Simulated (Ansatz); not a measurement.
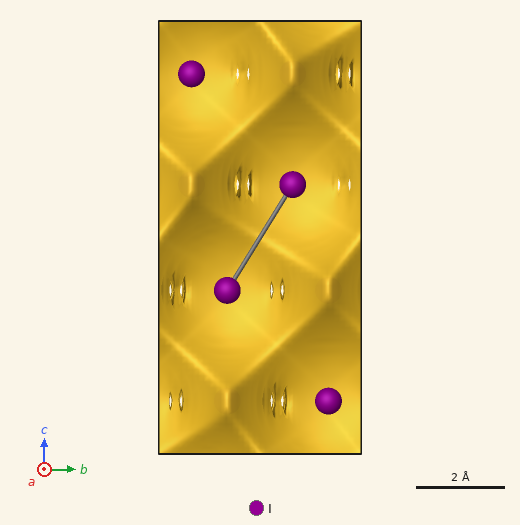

The yellow surface encloses the points that the centre of a probe sphere of radius 1.05 Å can occupy in I in space group Cmce, computed on a grid of about 0.15 Å (1×1×1 cells shown, view along the a axis; pale faces close the region where the box cuts it).

Atoms are hard spheres with covalent radii (Cordero): I 1.39 Å.

Source of the atomic positions: the end point of a relaxation at fixed volume with DFT PBE, spin-orbit coupling, plane waves, PAW in Ansatz 0.2.0.

```cif
data_structure
_symmetry_space_group_name_H-M 'P 1'
_symmetry_Int_Tables_number 1
_cell_length_a 8.9206
_cell_length_b 4.6160
_cell_length_c 9.8802
_cell_angle_alpha 90.000
_cell_angle_beta 90.000
_cell_angle_gamma 90.000
_cell_volume 406.84
loop_
_atom_site_label
_atom_site_type_symbol
_atom_site_fract_x
_atom_site_fract_y
_atom_site_fract_z
_atom_site_occupancy
I1 I 0.50000 0.16150 0.62215 1
I2 I 0.50000 0.83850 0.37785 1
I3 I 0.50000 0.66150 0.87785 1
I4 I 0.50000 0.33850 0.12215 1
I5 I 0.00000 0.66150 0.62215 1
I6 I 0.00000 0.33850 0.37785 1
I7 I 0.00000 0.16150 0.87785 1
I8 I 0.00000 0.83850 0.12215 1
```

Q: Is the space open to the probe made of pockets or channels?

A: Where they connect, they form a two-dimensional network in layers parallel to (100).

Q: What share of the cell can the probe's centre reach?

A: About 11 % of the volume (47 Å³ of 406.8 Å³).

Q: Give the largest included and the largest free sphere.

A: The largest sphere that fits anywhere has a diameter of 2.90 Å; the largest that can travel through the crystal, about 2.6 Å.

Q: How does the connectivity change as the probe shrinks?

A: Below a radius of about 1.31 Å the space forms a two-dimensional network in layers parallel to (100). Below a radius of about 0.93 Å the space forms a three-dimensional network. These are grid estimates, good to about 0.05 Å.
